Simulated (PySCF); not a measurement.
## A study: C₆H₈FN, SMILES `C=C(F)CC(=C)C=N`

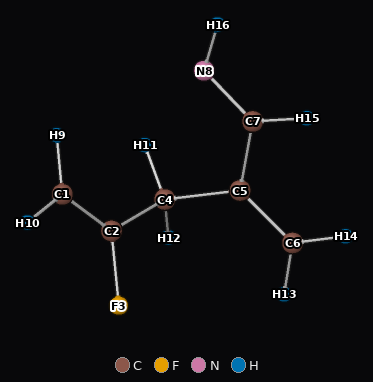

The molecule, with its atoms numbered as below. No frequency check shows the geometry to be a minimum.

Coordinates in Å:

```
C1      -1.6850    1.4418    0.2581
C2      -1.3595    0.2180   -0.1056
F3      -2.0703   -0.8363    0.3707
C4      -0.2310   -0.2021   -0.9963
C5       0.9256   -0.6552   -0.1416
C6       1.1051   -1.9262    0.2117
C7       1.8347    0.3857    0.3270
N8       1.6920    1.5823   -0.0441
H9      -1.1183    2.2784   -0.1015
H10     -2.5083    1.6303    0.9236
H11      0.0843    0.6512   -1.5934
H12     -0.5671   -1.0190   -1.6365
H13      0.4404   -2.7062   -0.1182
H14      1.9210   -2.2287    0.8472
H15      2.6268    0.0315    1.0015
H16      2.3708    2.2402    0.3306
```

## 1. Bonding charge

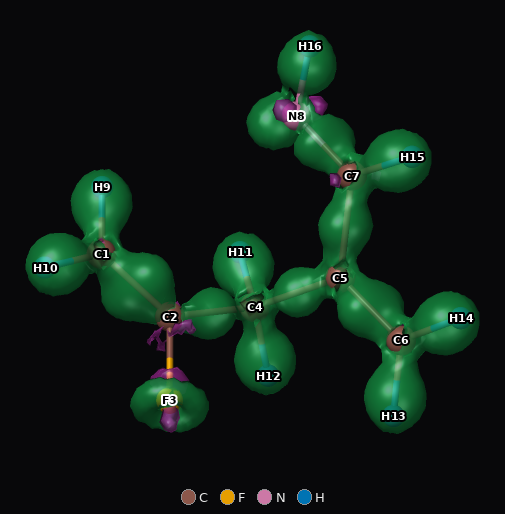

Deformation density (molecule less spherical, spin-averaged free atoms at the same positions), surfaces at ±0.2 e/Å³; green: gain, purple: loss.

Level of theory: TPSS/6-311+G** (PySCF), at a geometry from GFN2-xTB.

**How much density has each bond gained at its critical point, relative to the free atoms?**

The five largest and four smallest: N8–H16: +0.81 e/Å³ at the bond critical point (bond length 1.02 Å). C6–H13: +0.71 e/Å³ at the bond critical point (bond length 1.08 Å). C1–H9: +0.70 e/Å³ at the bond critical point (bond length 1.07 Å). C6–H14: +0.70 e/Å³ at the bond critical point (bond length 1.08 Å). C4–H11: +0.70 e/Å³ at the bond critical point (bond length 1.09 Å). C5–C7: +0.56 e/Å³ at the bond critical point (bond length 1.46 Å). C2–C4: +0.49 e/Å³ at the bond critical point (bond length 1.50 Å). C4–C5: +0.46 e/Å³ at the bond critical point (bond length 1.51 Å). C2–F3: −0.11 e/Å³ at the bond critical point (bond length 1.36 Å); up to 0.6 Å beside the axis the gain reaches +0.20 e/Å³. In all, 3.5 electrons gather in the regions of gain relative to the promolecule. A small or negative value marks a very polar bond, one between electron-rich atoms, whose free-atom densities already overlap strongly, a long bond to a heavier atom, or a closed-shell contact such as a hydrogen bond.

**Where do the Hirshfeld charges lie?**

The highest Hirshfeld charge is on H16 (+0.11 e), the lowest on N8 (−0.20 e).

## 2. Local ionisation energy

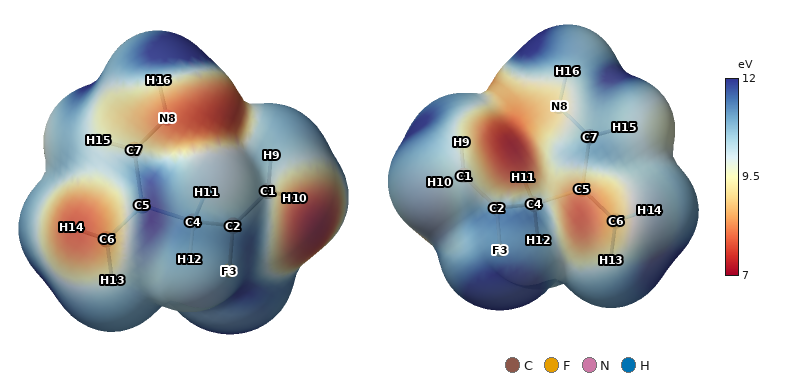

Average local ionisation energy on the surface of electron density 0.001 a.u. (back view left, front view right).

**Where are the most loosely bound electrons on this surface?**

The lowest value is 7.1 eV, over C1, off the plane of its three bonds (2.1 Å). Further minima include 7.4 eV, about equally far (2.0 Å) from N8 and H11; 7.8 eV, over C6, off the plane of its three bonds (2.1 Å); 7.9 eV, over C6, off the plane of its three bonds (2.0 Å). For comparison, the highest occupied orbital lies at −6.0 eV.

## 3. Removing or adding an electron

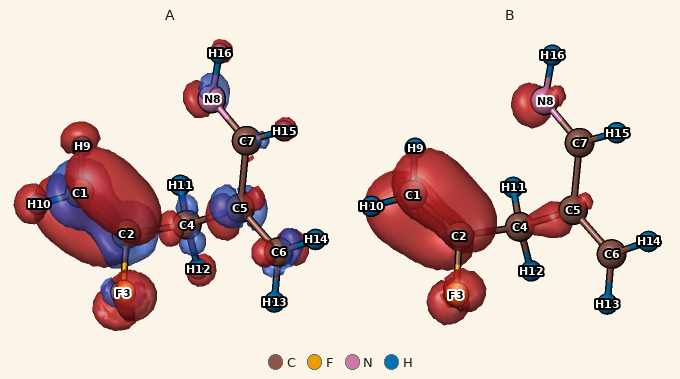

The Fukui function f⁻ from two separate SCF calculations and the density of the HOMO, at ±0.03 e/Å³ (red positive, blue negative).

PySCF calculation, ωB97X/6-31+G*, gas phase; geometry: GFN2-xTB.

**Which panel is which, and how good is the frozen-orbital picture?**

A is f⁻ (it has negative regions), B the HOMO density. The HOMO lies on C1 (38 %), C2 (26 %) and F3 (10 %); f⁻ (Hirshfeld-condensed) is largest on C1 (0.25) and C2 (0.17); the vertical ionisation energy is 9.32 eV (the stability of the cation's solution wasn't checked). Relaxation shifts 29 % of the electron between atoms. The orbital energy is −9.47 eV.
